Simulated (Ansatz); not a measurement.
# How Al(100) screens a field

Wanted: the response of a Al(100) slab to a perpendicular field.

Main program and level: Ansatz 0.2.0; plane-wave DFT, PBE, Ansatz PAW, in the first sound run; inputs show where later runs differ.

## Step 1: The starting structure

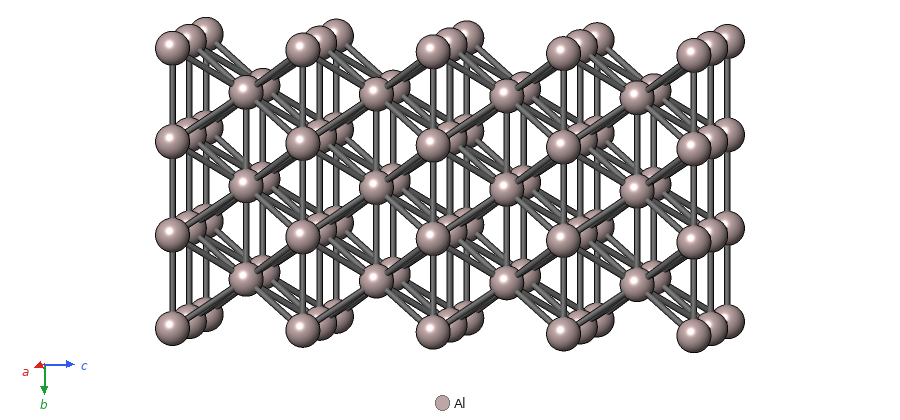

The starting structure, seen from the side, with the c axis across the page (aluminium light grey). 2×3×1 cells are drawn. Some periodic images of atoms are drawn too.

The cell holds 9 atoms: 9 Al. Cell: a = 2.864 Å, b = 2.864 Å, c = 34.200 Å, α = 90.0°, β = 90.0°, γ = 90.0°. Vacuum lies along c.

## Step 2: Single point, field 0

A sawtooth potential applies the field, turning back in the middle of the vacuum. With the dipole correction the typed value is the field outside the slab. The induced dipole is small, so the SCF threshold is tight.

The input, input.yaml:

```yaml
crystal:
  lattice:
    - [2.8637824638, 0.0, 0.0]
    - [0.0, 2.8637824638, 0.0]
    - [0.0, 0.0, 34.2]
  atoms:
    - { symbol: Al, position: [0.0, 0.0, 0.2631578947] }
    - { symbol: Al, position: [0.5, 0.5, 0.3223684211] }
    - { symbol: Al, position: [0.0, 0.0, 0.3815789474] }
    - { symbol: Al, position: [0.5, 0.5, 0.4407894737] }
    - { symbol: Al, position: [0.0, 0.0, 0.5] }
    - { symbol: Al, position: [0.5, 0.5, 0.5592105263] }
    - { symbol: Al, position: [0.0, 0.0, 0.6184210526] }
    - { symbol: Al, position: [0.5, 0.5, 0.6776315789] }
    - { symbol: Al, position: [0.0, 0.0, 0.7368421053] }
kpoints:
  mp_grid: { grid: [18, 18, 1] }
hamiltonian:
  xc: pbe
scf:
  occupations: { method: fermi_dirac, width: 0.1 }
  convergence: { dr2_threshold: 1.0e-10 }
efield:
  axis: 3
  dipole_correction: true
  ramp_position: 0.97
  ramp_width: 0.06
  amplitude: 0
output:
  forces: true
  write_potential: true
  write_density: true
  volumetric_format: npy
```

Command:

```
$ ansatz run input.yaml --threads 2 --pin off --max-ram 3072MiB --backend cpu --events-out ev --progress --plain --runs-dir out
```

Numbers of over 12 decimals in the logs are rounded to 6 here.

Output:

```text
Engine: ansatz 0.2.0, aarch64-unknown-linux-gnu
Pseudopotentials: kind: paw
Pseudopotential: Al, paw, valence charge 3, recommended cutoff 420 eV (normal), Al.paw.azcp
Functional definition: PBE
  parameter kappa = 0.804
  parameter beta = 0.066725
  exchange = pbe_x(kappa = kappa, mu = beta*pi^2/3)
  correlation = pbe_c(beta = beta)
Crystal: 9 atoms, lattice volume = 280.483 Å³
Basis set: ecut = 420 eV, 5487 PW (Γ), exchange–correlation on 40×40×480 points (8 copies of the dense FFT grid, shifted against one another)
Bands: 23, of which v1, the nominal top of the filled ones, is band 14 counted from 1 (13 counted from 0)
Symmetry: 8 space group operations
k-points: 55 of 324
Non-local potential: Al, projectors of the file, l = 0: 2, l = 1: 2, l = 2: 1
PAW form: soft (Blöchl's): semilocal exchange-correlation on the pseudo side does not see the compensation charge
PAW one-centre angular grid: Al, 110 points (default); XC on 64 Gauss nodes
Initial density: superposition of atomic densities (neutral atoms: chi_scale 0, normalization atom), corrected by the library's trained network
Initial wavefunctions: pseudopotential atomic-orbital guess
Functional: x = pbe(κ = 0.804, μ = 0.219515), c = pbe(β = 0.066725)
SCF iter   1: F=—  HF=-4836.620063 eV  |F-HF|=—  |Δ(HF+E_count)|=         —  Δρ=1.70e-3  dr2=4.98e-1  ethr=1.77e-3  p=0.000 e·Å  D=1.57e-15 V/Å  ΔV_dip=-0.00 eV  dr2_dipole=9.55e-7  V_vac-E_F(+/−)=4.05/4.05 eV  ⟨swp⟩=9.8  Hψ=8795  notcnv=0  defer=1
efield: sawtooth ramp at fractional position 0.9700 (set: `efield.ramp_position`, or a place that a band, a saddle search or an elastic batch's reference lends), width 0.0600; the density the first Hamiltonian is built on has a dipole p = 0.000 e·Å; the dipole correction subtracts the counter field D = 1.57e-15 V/Å, which shifts the + side's vacuum level by -0.00 eV against the − side's; the planar-averaged density in the ramp window peaks in size at 1.4e-5 e/Å³
preconditioner: auto → LDOS  [metal: Δε(μ)=0.011 eV  Ē_g=6.741 eV  σ=0.100 eV  W_gap=0.03  n_scr=20 (ndim 8)  ℏωp=11.5 eV  f_vac=0.391  D(μ)=3.63/eV (n_scr^D=16)  β→1.0]
SCF iter   2: F=—  HF=-4836.608423 eV  |F-HF|=—  |Δ(HF+E_count)|=   1.16e-2  Δρ=4.93e-4  dr2=1.45e-2  ethr=1.77e-3  p=-0.000 e·Å  D=-1.83e-5 V/Å  ΔV_dip=0.00 eV  dr2_dipole=1.11e-6  V_vac-E_F(+/−)=4.25/4.24 eV  ⟨swp⟩=1.4  Hψ=1754  notcnv=0  defer=15
SCF iter   3: F=—  HF=-4836.608211 eV  |F-HF|=—  |Δ(HF+E_count)|=   2.12e-4  Δρ=7.08e-5  dr2=1.08e-4  ethr=5.39e-5  p=-0.000 e·Å  D=-4.96e-6 V/Å  ΔV_dip=0.00 eV  dr2_dipole=7.55e-9  V_vac-E_F(+/−)=4.24/4.24 eV  ⟨swp⟩=1.4  Hψ=1325  notcnv=0  defer=21
SCF iter   4: F=—  HF=-4836.608213 eV  |F-HF|=—  |Δ(HF+E_count)|=   1.63e-6  Δρ=2.39e-5  dr2=1.96e-6  ethr=4.00e-7  p=-0.000 e·Å  D=-1.15e-6 V/Å  ΔV_dip=0.00 eV  dr2_dipole=9.02e-11  V_vac-E_F(+/−)=4.24/4.24 eV  ⟨swp⟩=2.5  Hψ=2217  notcnv=0  defer=21
SCF iter   5: F=—  HF=-4836.608683 eV  |F-HF|=—  |Δ(HF+E_count)|=   4.70e-4  Δρ=5.67e-6  dr2=4.94e-7  ethr=7.27e-9  p=-0.000 e·Å  D=-2.75e-7 V/Å  ΔV_dip=0.00 eV  dr2_dipole=7.74e-12  V_vac-E_F(+/−)=4.24/4.24 eV  ⟨swp⟩=2.9  Hψ=2433  notcnv=0  defer=20
SCF iter   6: F=—  HF=-4836.608683 eV  |F-HF|=—  |Δ(HF+E_count)|=   3.67e-8  Δρ=1.66e-6  dr2=4.33e-8  ethr=1.83e-9  p=-0.000 e·Å  D=-1.57e-7 V/Å  ΔV_dip=0.00 eV  dr2_dipole=5.22e-12  V_vac-E_F(+/−)=4.24/4.24 eV  ⟨swp⟩=2.5  Hψ=1922  notcnv=0  defer=20
SCF iter   7: F=—  HF=-4836.608683 eV  |F-HF|=—  |Δ(HF+E_count)|=   4.53e-8  Δρ=5.00e-7  dr2=2.79e-9  ethr=1.60e-10  p=-0.000 e·Å  D=-3.24e-8 V/Å  ΔV_dip=0.00 eV  dr2_dipole=1.29e-12  V_vac-E_F(+/−)=4.24/4.24 eV  ⟨swp⟩=2.1  Hψ=1652  notcnv=0  defer=20
SCF iter   8: F=—  HF=-4836.608683 eV  |F-HF|=—  |Δ(HF+E_count)|=   7.23e-9  Δρ=1.37e-7  dr2=2.33e-10  ethr=1.03e-11  p=-0.000 e·Å  D=-9.20e-9 V/Å  ΔV_dip=0.00 eV  dr2_dipole=5.78e-14  V_vac-E_F(+/−)=4.24/4.24 eV  ⟨swp⟩=2.4  Hψ=1895  notcnv=0  defer=20
SCF iter   9: F=-4836.608683 eV  HF=-4836.608683 eV  |F-HF|=1.82e-12  |Δ(HF+E_count)|=  3.41e-10  Δρ=3.05e-8  dr2=1.04e-11  ethr=1.00e-12  p=-0.000 e·Å  D=-9.67e-10 V/Å  ΔV_dip=0.00 eV  dr2_dipole=3.31e-15  V_vac-E_F(+/−)=4.24/4.24 eV  ⟨swp⟩=13.5  Hψ=8199  notcnv=0
SCF 1 converged in 9 iterations: F = -4836.608683 eV  dr2 = 1.04e-11
  greatest PAW one-centre occupation: 0.478 electrons in one spin orbital (limit 2), on the Al atom at site 8 (counted from 0), in its partial waves of l = 0
WARN: The input density's exchange-correlation potential varies sharply where the density is thin. Do not read a vacuum level from v_tot or v_xc, or from such a field of the output density. On a cell that repeats whose density bears no net charge and no dipole along the vacuum's axis use v_es (v_loc + v_h of the components); under efield.dipole_correction with no amplitude use v_es + v_field, which holds any external [...]
SCF converged after 9 iterations
Free energy (F): -4836.608683 eV
Harris-Foulkes:  -4836.608683 eV  (|F-HF|=1.82e-12)
Internal energy: -4836.487432 eV  (E = F + TS)
E sigma→0 (E₀):  -4836.548057 eV
Entropy (-TS):   -0.121251 eV (-13.472 meV/atom)
Fermi energy:    2.262570 eV
Dipole field:    D = -0.000000 V/Å  (p = -0.000000 e·Å, saw-weighted, corrected)
Work function:   Φ+ = 4.2378 eV   Φ− = 4.2378 eV
Levels:          The Fermi level and band energies are counted from a zero that moves with the ramp; work functions are not
--- Per-component energies (eV) ---
  E_band       = -54.039728
  E_kinetic    = 199.217268
  E_local      = -9906.411063  (includes V_loc(G=0)·N_el)
  E_nonlocal   = 93.480843
  E_hartree    = 4924.359439
  E_xc         = -354.387507
  E_vxc        = -256.296474  (∫ρ·V_xc dr)
  E_paw        = -4205.775348  (= ΣΔE_a)
  E_vpaw       = -32.749295  (= ΣTr[D̂ρ^β])
  E_aug_tail   = -0.000020  (compensation charges beyond the density's cutoff)
  E_efield     = 0.000000  (sawtooth field / dipole correction)
  E_vefield    = 0.000000  (∫n·V_field dr)
  E_ewald      = 4413.028956
  E_smearing   = -0.121251  (= −TS)
  E_closure    = -0.000000  (closes the sum)
  Σ components = -4836.608683   (vs F -4836.608683, Δ=0.00e0)
--- Forces (eV/Å), atoms counted from 1 ---
  atom   1  Al    -0.00000000     0.00000000    -0.03686884
  atom   2  Al     0.00000000     0.00000000     0.05277241
  atom   3  Al     0.00000000     0.00000000     0.04991083
  atom   4  Al     0.00000000     0.00000000     0.02146518
  atom   5  Al    -0.00000000     0.00000000    -0.00000007
  atom   6  Al     0.00000000     0.00000000    -0.02146517
  atom   7  Al    -0.00000000     0.00000000    -0.04991076
  atom   8  Al    -0.00000000     0.00000000    -0.05277238
  atom   9  Al     0.00000000     0.00000000     0.03686881
  max |Σ_I F_I| component: 1.04e-8 eV/Å
--- Band table (eV; the first three rows and the last of 55) ---
  k-point 0: bands = [... 10 lower, 2.1077, 3.7550, 5.1883, 6.1113, 6.4704, 7.3409, 7.4569, 7.5705, ... 5 higher]
  k-point 1: bands = [... 10 lower, 2.1595, 3.8052, 5.2388, 6.1631, 6.3121, 6.5217, 6.5996, 7.0553, ... 5 higher]
  k-point 2: bands = [... 10 lower, 2.3123, 3.9445, 4.7896, 5.0855, 5.3188, 5.6052, 6.1607, 6.3456, ... 5 higher]
  k-point 54: bands = [... 10 lower, 1.0096, 1.0802, 1.4504, 1.6091, 1.6710, 1.6710, 2.0226, 2.4672, ... 5 higher]
```

The job ended after 40 s (2 threads of Arm Neoverse N1, shared host; peak memory 0.6 GiB).

Reading the cycles: dr2 is the Hartree energy of the density residual (eV), the measure of convergence; HF is the Harris–Foulkes estimate of the energy, which meets the free energy F at convergence.

Numbers from this step:

```yaml
energy_at_zero_smearing: -4836.5481 eV
work_function_upper_face: 4.238 eV
dipole_along_the_normal: -1.03e-7 e·Å
```

Running mean over 2.025 Å of the planar mean; the ramp of the sawtooth is left out. Table of electron's electrostatic potential energy less the Fermi level by z:

```tsv
z (Å)	electron's electrostatic potential energy less the Fermi level (eV)
4	4.24
6	4.17
8	-0.532
10	-4.58
12	-4.62
14	-4.60
16	-4.62
18	-4.62
20	-4.61
22	-4.62
24	-4.60
26	-1.49
28	4.13
30	4.24
```

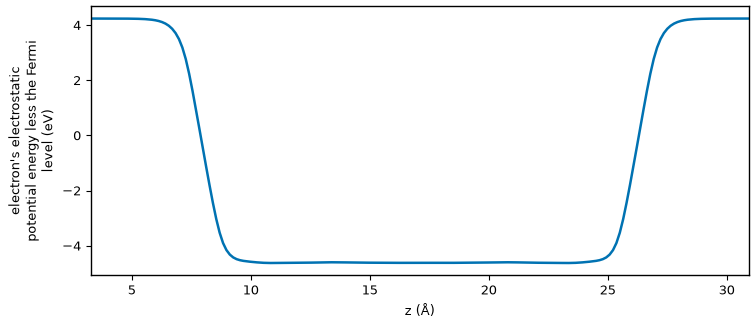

Electron's electrostatic potential energy less the Fermi level, plotted against z.

Force by atom:

```tsv
atom	x (eV/Å)	y (eV/Å)	z (eV/Å)	size
Al1	0.0000	0.0000	-0.0369	0.0369
Al2	0.0000	0.0000	0.0528	0.0528
Al3	0.0000	0.0000	0.0499	0.0499
Al4	0.0000	0.0000	0.0215	0.0215
Al5	0.0000	0.0000	0.0000	0.0000
Al6	0.0000	0.0000	-0.0215	0.0215
Al7	0.0000	0.0000	-0.0499	0.0499
Al8	0.0000	0.0000	-0.0528	0.0528
Al9	0.0000	0.0000	0.0369	0.0369
```

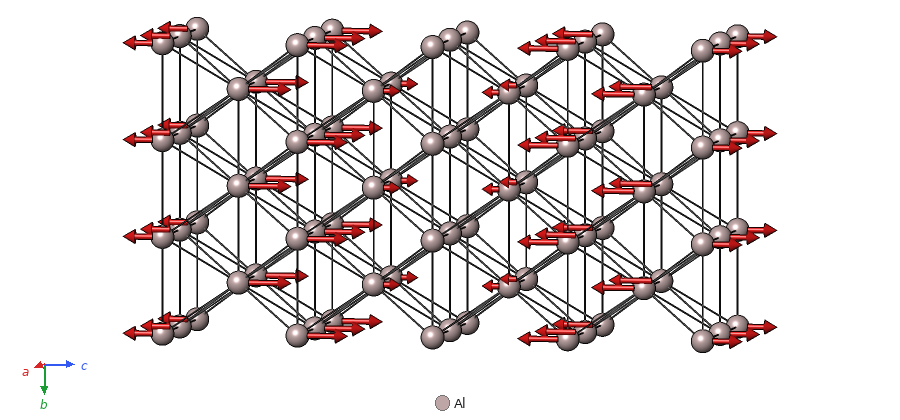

Force as arrows, the longest 0.0528 eV/Å. 2×3×1 cells are drawn. Some periodic images of atoms are drawn too.

The work function of the upper face is 4.24 eV.

## Step 3: Single point, field 0.05 V/Å

input.yaml: that of step 2 with these lines changed.

```diff
@@ -27,3 +27,3 @@
   ramp_width: 0.06
-  amplitude: 0
+  amplitude: 0.05
 output:
```

Output:

```text
[...]
Crystal: 9 atoms, lattice volume = 280.483 Å³
Basis set: ecut = 420 eV, 5487 PW (Γ), exchange–correlation on 40×40×480 points (8 copies of the dense FFT grid, shifted against one another)
Bands: 23, of which v1, the nominal top of the filled ones, is band 14 counted from 1 (13 counted from 0)
Symmetry: 8 space group operations
k-points: 55 of 324
[...]
k-point 0: bands = [... 10 lower, 2.1076, 3.7546, 5.1851, 6.0893, 6.4707, 7.3180, 7.4878, 7.5704, ... 5 higher]
  k-point 1: bands = [... 10 lower, 2.1593, 3.8048, 5.2357, 6.1412, 6.3119, 6.5212, 6.6004, 7.0540, ... 5 higher]
  k-point 2: bands = [... 10 lower, 2.3121, 3.9441, 4.7895, 5.0852, 5.3172, 5.6033, 6.1601, 6.3243, ... 5 higher]
  k-point 54: bands = [... 10 lower, 1.0095, 1.0800, 1.4503, 1.6090, 1.6709, 1.6709, 2.0225, 2.4671, ... 5 higher]
[key lines of the parts left out:]
SCF converged after 10 iterations
Free energy (F): -4836.609788 eV
Fermi energy:    2.262451 eV
Dipole field:    D = 0.028526 V/Å  (p = 0.044217 e·Å, saw-weighted, corrected)
```

The job ended after 45 s (2 threads; peak memory 0.58 GiB).

The dipole is 0.0442 e·Å.

## Step 4: Single point, field -0.05 V/Å

input.yaml: that of step 3 with these lines changed.

```diff
@@ -27,3 +27,3 @@
   ramp_width: 0.06
-  amplitude: 0.05
+  amplitude: -0.05
 output:
```

Output:

```text
[...]
Crystal: 9 atoms, lattice volume = 280.483 Å³
Basis set: ecut = 420 eV, 5487 PW (Γ), exchange–correlation on 40×40×480 points (8 copies of the dense FFT grid, shifted against one another)
Bands: 23, of which v1, the nominal top of the filled ones, is band 14 counted from 1 (13 counted from 0)
Symmetry: 8 space group operations
k-points: 55 of 324
[...]
k-point 0: bands = [... 10 lower, 2.1076, 3.7546, 5.1851, 6.0893, 6.4707, 7.3180, 7.4878, 7.5704, ... 5 higher]
  k-point 1: bands = [... 10 lower, 2.1593, 3.8048, 5.2357, 6.1412, 6.3119, 6.5212, 6.6004, 7.0540, ... 5 higher]
  k-point 2: bands = [... 10 lower, 2.3121, 3.9441, 4.7895, 5.0852, 5.3172, 5.6033, 6.1601, 6.3243, ... 5 higher]
  k-point 54: bands = [... 10 lower, 1.0095, 1.0800, 1.4503, 1.6090, 1.6709, 1.6709, 2.0225, 2.4671, ... 5 higher]
[key lines of the parts left out:]
SCF converged after 10 iterations
Free energy (F): -4836.609788 eV
Fermi energy:    2.262451 eV
Dipole field:    D = -0.028526 V/Å  (p = -0.044217 e·Å, saw-weighted, corrected)
```

Run time: 46 s. Hardware: 2 threads; peak memory 0.58 GiB; 90 s of CPU time.

The dipole is -0.0442 e·Å.

## Step 5: Single point, field 0.1 V/Å

input.yaml: that of step 4 with these lines changed.

```diff
@@ -27,3 +27,3 @@
   ramp_width: 0.06
-  amplitude: -0.05
+  amplitude: 0.1
 output:
```

Output:

```text
[...]
Crystal: 9 atoms, lattice volume = 280.483 Å³
Basis set: ecut = 420 eV, 5487 PW (Γ), exchange–correlation on 40×40×480 points (8 copies of the dense FFT grid, shifted against one another)
Bands: 23, of which v1, the nominal top of the filled ones, is band 14 counted from 1 (13 counted from 0)
Symmetry: 8 space group operations
k-points: 55 of 324
[...]
k-point 0: bands = [... 10 lower, 2.1071, 3.7534, 5.1752, 6.0281, 6.4685, 7.2799, 7.5489, 7.5700, ... 5 higher]
  k-point 1: bands = [... 10 lower, 2.1588, 3.8036, 5.2260, 6.0803, 6.3116, 6.5175, 6.6019, 7.0506, ... 5 higher]
  k-point 2: bands = [... 10 lower, 2.3117, 3.9430, 4.7892, 5.0846, 5.3120, 5.5976, 6.1575, 6.2661, ... 5 higher]
  k-point 54: bands = [... 10 lower, 1.0091, 1.0797, 1.4499, 1.6086, 1.6705, 1.6705, 2.0221, 2.4668, ... 5 higher]
[key lines of the parts left out:]
SCF converged after 10 iterations
Free energy (F): -4836.613104 eV
Fermi energy:    2.262092 eV
Dipole field:    D = 0.057054 V/Å  (p = 0.088437 e·Å, saw-weighted, corrected)
```

Wall time 48 s (2 threads); peak memory 0.58 GiB; 95 s of CPU time.

The dipole is 0.0884 e·Å.

## Step 6: Atoms held, field -0.1 V/Å

input.yaml: that of step 5 with these lines changed.

```diff
@@ -27,3 +27,3 @@
   ramp_width: 0.06
-  amplitude: 0.1
+  amplitude: -0.1
 output:
```

Output:

```text
[...]
Crystal: 9 atoms, lattice volume = 280.483 Å³
Basis set: ecut = 420 eV, 5487 PW (Γ), exchange–correlation on 40×40×480 points (8 copies of the dense FFT grid, shifted against one another)
Bands: 23, of which v1, the nominal top of the filled ones, is band 14 counted from 1 (13 counted from 0)
Symmetry: 8 space group operations
k-points: 55 of 324
[...]
k-point 0: bands = [... 10 lower, 2.1071, 3.7534, 5.1752, 6.0281, 6.4685, 7.2799, 7.5489, 7.5700, ... 5 higher]
  k-point 1: bands = [... 10 lower, 2.1588, 3.8036, 5.2260, 6.0803, 6.3116, 6.5175, 6.6019, 7.0506, ... 5 higher]
  k-point 2: bands = [... 10 lower, 2.3117, 3.9430, 4.7892, 5.0846, 5.3120, 5.5976, 6.1575, 6.2661, ... 5 higher]
  k-point 54: bands = [... 10 lower, 1.0091, 1.0797, 1.4499, 1.6086, 1.6705, 1.6705, 2.0221, 2.4668, ... 5 higher]
[key lines of the parts left out:]
SCF converged after 10 iterations
Free energy (F): -4836.613104 eV
Fermi energy:    2.262092 eV
Dipole field:    D = -0.057054 V/Å  (p = -0.088437 e·Å, saw-weighted, corrected)
```

It took 47 s on 2 threads; peak memory 0.58 GiB.

The dipole is -0.0884 e·Å.

## Step 7: Atoms held, field 0.2 V/Å

input.yaml: that of step 6 with these lines changed.

```diff
@@ -27,3 +27,3 @@
   ramp_width: 0.06
-  amplitude: -0.1
+  amplitude: 0.2
 output:
```

Output:

```text
[...]
Crystal: 9 atoms, lattice volume = 280.483 Å³
Basis set: ecut = 420 eV, 5487 PW (Γ), exchange–correlation on 40×40×480 points (8 copies of the dense FFT grid, shifted against one another)
Bands: 23, of which v1, the nominal top of the filled ones, is band 14 counted from 1 (13 counted from 0)
Symmetry: 8 space group operations
k-points: 55 of 324
[...]
k-point 0: bands = [... 10 lower, 2.1052, 3.7485, 5.1299, 5.8286, 6.4382, 7.2190, 7.5686, 7.6837, ... 5 higher]
  k-point 1: bands = [... 10 lower, 2.1570, 3.7987, 5.1814, 5.8810, 6.3102, 6.4861, 6.6019, 7.0427, ... 5 higher]
  k-point 2: bands = [... 10 lower, 2.3098, 3.9383, 4.7877, 5.0816, 5.2866, 5.5719, 6.0592, 6.1685, ... 5 higher]
  k-point 54: bands = [... 10 lower, 1.0077, 1.0783, 1.4485, 1.6072, 1.6691, 1.6691, 2.0207, 2.4654, ... 5 higher]
[key lines of the parts left out:]
SCF converged after 10 iterations
Free energy (F): -4836.626371 eV
Fermi energy:    2.260646 eV
Dipole field:    D = 0.114120 V/Å  (p = 0.176891 e·Å, saw-weighted, corrected)
```

The job ended after 47 s (2 threads; peak memory 0.58 GiB).

The dipole is 0.177 e·Å.

## Step 8: Single point, field -0.2 V/Å

input.yaml: that of step 7 with these lines changed.

```diff
@@ -27,3 +27,3 @@
   ramp_width: 0.06
-  amplitude: 0.2
+  amplitude: -0.2
 output:
```

Output:

```text
[...]
Crystal: 9 atoms, lattice volume = 280.483 Å³
Basis set: ecut = 420 eV, 5487 PW (Γ), exchange–correlation on 40×40×480 points (8 copies of the dense FFT grid, shifted against one another)
Bands: 23, of which v1, the nominal top of the filled ones, is band 14 counted from 1 (13 counted from 0)
Symmetry: 8 space group operations
k-points: 55 of 324
[...]
k-point 0: bands = [... 10 lower, 2.1052, 3.7485, 5.1299, 5.8286, 6.4382, 7.2191, 7.5686, 7.6837, ... 5 higher]
  k-point 1: bands = [... 10 lower, 2.1570, 3.7987, 5.1814, 5.8810, 6.3102, 6.4861, 6.6019, 7.0427, ... 5 higher]
  k-point 2: bands = [... 10 lower, 2.3098, 3.9383, 4.7877, 5.0816, 5.2866, 5.5719, 6.0592, 6.1685, ... 5 higher]
  k-point 54: bands = [... 10 lower, 1.0077, 1.0783, 1.4485, 1.6072, 1.6691, 1.6691, 2.0207, 2.4654, ... 5 higher]
[key lines of the parts left out:]
SCF converged after 10 iterations
Free energy (F): -4836.626371 eV
Fermi energy:    2.260646 eV
Dipole field:    D = -0.114120 V/Å  (p = -0.176891 e·Å, saw-weighted, corrected)
```

Run time: 47 s. Hardware: 2 threads; peak memory 0.58 GiB.

The dipole is -0.177 e·Å.

(Part 1 of 2 ends here.)

[Logs are printed without paths, hosts, clocks, repeated set-up lines and the standing remarks that a program may print on its own settings, such as how far it seeks lower states.]

[Hosts, paths, dates, database ids (printed as entryN), source tags and the programs' standing remarks are cut or masked in the printed files.]

[Maps of the electrostatic potential energy from Ansatz leave out the sawtooth potential of an applied field or a dipole correction, so their vacuum need not be flat; planar profiles and work functions include it.]
